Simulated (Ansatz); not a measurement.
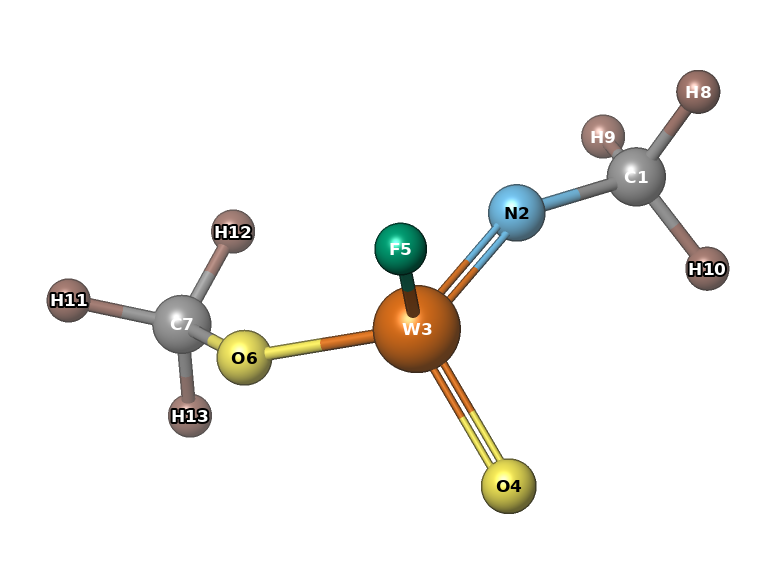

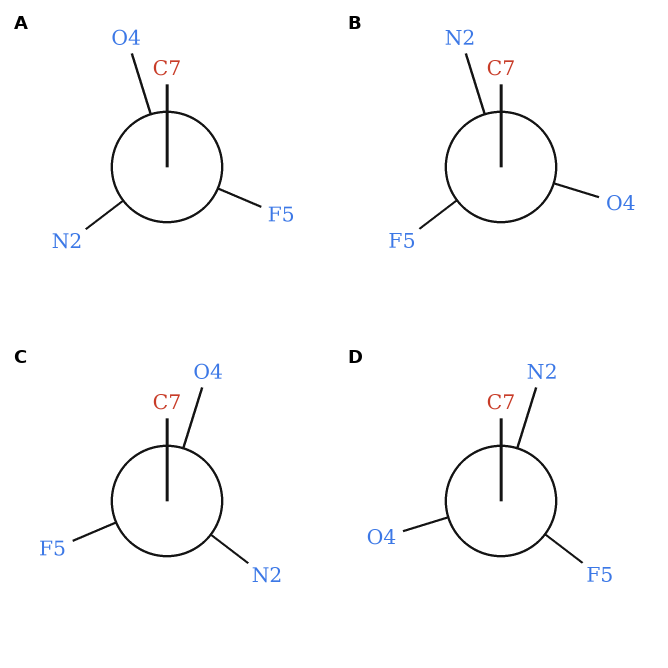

Distant atoms are faded towards the background colour. Bonds that would overlap in a projection are set slightly apart. Charge 0, singlet. Computed geometry: PBE-D4/def2-SVP optimisation. No frequency run is at hand to confirm it as a minimum.

Which Newman projection shows the view along O6–W3, with O6 in front?

Answer. D. The torsion angle C7–O6–W3–F5 is 127°, anticlinal.
